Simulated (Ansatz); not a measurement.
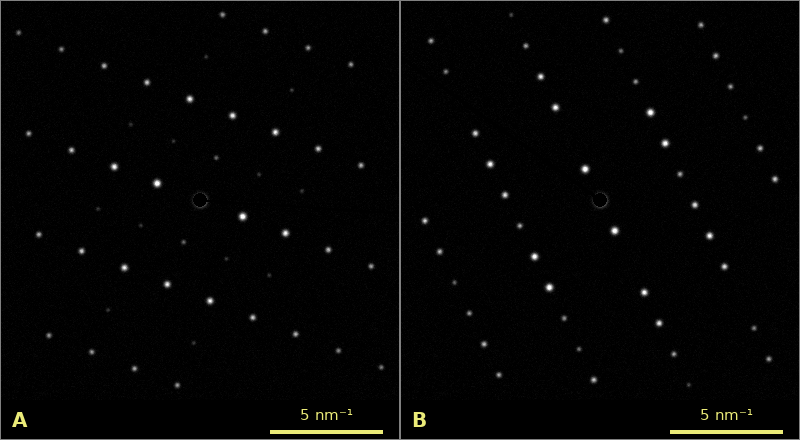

Kinematic electron diffraction patterns (300 kV, B = 0.5 Å², same scale, each along a low-index zone) of two structures of composition LiMo2, each relaxed at zero pressure with DFT PBE, scalar-relativistic, plane waves, PAW (Ansatz).

The structures (standard cells):
1. Pmmm (No. 47), a = 2.504 Å, b = 4.841 Å, c = 4.914 Å, 3 atoms; generated start, possibly hypothetical
2. R-3m (No. 166), a = 3.077 Å, c = 19.498 Å (hexagonal axes), 9 atoms; generated start, possibly hypothetical

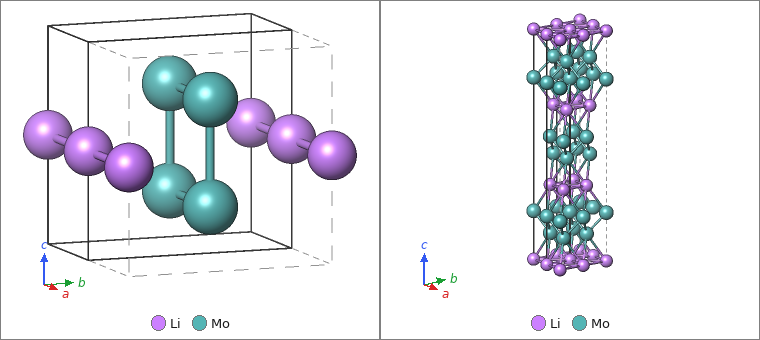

Drawings of the structures 1 to 2, from left to right (each may span several cells).

Q: Which pattern belongs to which structure, and along which zone?

A: A is structure 1 along [100]: rectangular net (close to square) of 0 0 1 at d = 4.91 Å and 0 1 0 at d = 4.84 Å, 90.0° apart (some points of this net are extinct or too weak to see). B is structure 2 along [100] or an equivalent direction: oblique net of 0 0 3 at d = 6.50 Å and 0 -1 1 at d = 2.64 Å, 82.2° apart (some points of this net are extinct or too weak to see).

Q: Rank the structures by their computed energy.

A: Structure 2 (R-3m, 17.76 Å³ an atom) is the lowest of these; structure 1 (Pmmm, 19.86 Å³ an atom) lies about 580 meV an atom higher. These are static energies at 0 K; other structures, not shown, may lie lower still.
